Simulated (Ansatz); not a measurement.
# SiH4 (singlet): the correlation ladder at distance Si1–H5 = 1.485 Å, cc-pVDZ

How much of the correlation energy of SiH4 (singlet) does each wave-function method recover here?

Method: cc-pVDZ, core rule «outside noble gas», up to 5 orbitals frozen; program: Ansatz 0.2.0, Gaussian basis.

The runs, in order: UHF; CCSD(T) on RHF; BCCD(T) on RHF; CISD; CCSDT(Q) on RHF; CASSCF and MRCISD+Q, 2 electrons in 2 orbitals; CASSCF and NEVPT2, 2 electrons in 2 orbitals; CASSCF and MRCISD+Q, 8 electrons in 8 orbitals; CASSCF and NEVPT4(SD), 8 electrons in 8 orbitals; CASSCF and NEVPT2, 8 electrons in 8 orbitals.

18 further runs of the same task are left out: 2 for a mislabelled method, 12 that didn't finish, 4 set aside as unsound or not needed.

### Step 1. What is computed

The geometry derives from a PBE0/def2-TZVP stationary point (not a proven minimum). One bond is set to the value named and the two fragments are kept rigid.

5 atoms, charge 0, spin multiplicity 1.

Atoms are counted from 1 here; the program's logs count them from 0.

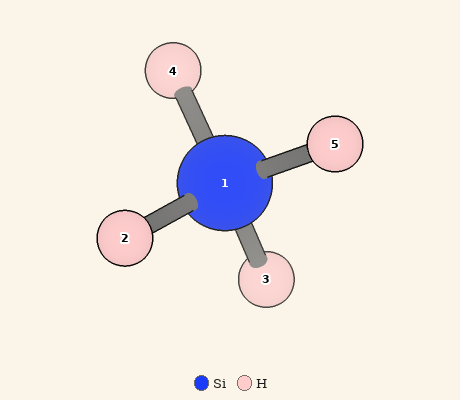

The geometry (silicon blue, hydrogen pink); atoms are numbered from 1 in the order of the file.

### Step 2. UHF

in.yaml

```yaml
crystal:
  periodic: [false, false, false]
  atoms:
    - {symbol: Si, position_ang: [0.000000, 0.000000, 0.000000]}
    - {symbol: H, position_ang: [0.855850, 0.858745, 0.856831]}
    - {symbol: H, position_ang: [-0.859551, -0.854424, 0.857445]}
    - {symbol: H, position_ang: [-0.854730, 0.855535, -0.861149]}
    - {symbol: H, position_ang: [0.858431, -0.859856, -0.853127]}
basis:
  gaussian: {orbitals: cc-pVDZ}
magnetization: {spin_polarized: true, initial_magnetization: 0}
hamiltonian: {xc: hf}
output: {orbitals: {seedname: orbitals}}
```

The run is started by

```bash
> ansatz run in.yaml --threads 1 --pin off --events-out ev --progress --plain --max-ram 2393MiB
```

Further steps of the session: CCSD(T) on RHF; BCCD(T) on RHF; CISD; CCSDT(Q) on RHF; CASSCF and MRCISD+Q, 2 electrons in 2 orbitals; CASSCF and NEVPT2, 2 electrons in 2 orbitals; CASSCF and MRCISD+Q, 8 electrons in 8 orbitals; CASSCF and NEVPT4(SD), 8 electrons in 8 orbitals; CASSCF and NEVPT2, 8 electrons in 8 orbitals.

Q: Predict the results of all the runs planned. Wanted: RCCSDT(Q) below the RHF energy; RMP2 from RCCSDT(Q); RCCSD from RCCSDT(Q); RCCSD(T) from RCCSDT(Q); NEVPT2 pair from RCCSDT(Q); MRCISD+Q pair from RCCSDT(Q); NEVPT2 valence from RCCSDT(Q); T1 diagnostic; effectively unpaired electrons.

As calculated:

| quantity | value |
| --- | --- |
| RCCSDT(Q) below the RHF energy | -4.0951 eV |
| RMP2 from RCCSDT(Q) | +927.7 meV |
| RCCSD from RCCSDT(Q) | +84.2 meV |
| RCCSD(T) from RCCSDT(Q) | +17.6 meV |
| NEVPT2 pair from RCCSDT(Q) | +936.6 meV |
| MRCISD+Q pair from RCCSDT(Q) | -13.7 meV |
| NEVPT2 valence from RCCSDT(Q) | +851.0 meV |
| levels within 1 kcal/mol (43 meV) | RCCSD(T), BCCD(T), RCCSDT, MRCISD+Q pair, MRCISD+Q valence |
| T1 diagnostic | 0.010 |
| effectively unpaired electrons | 0.01 |

RCCSD(T) lands +17.6 meV from the yardstick (0.4 % of the correlation energy). One determinant dominates. Of the multireference levels listed MRCISD+Q valence comes nearest in total energy (+10.7 meV), which doesn't show that its space is the better one. These misses are within one basis, not against nature.
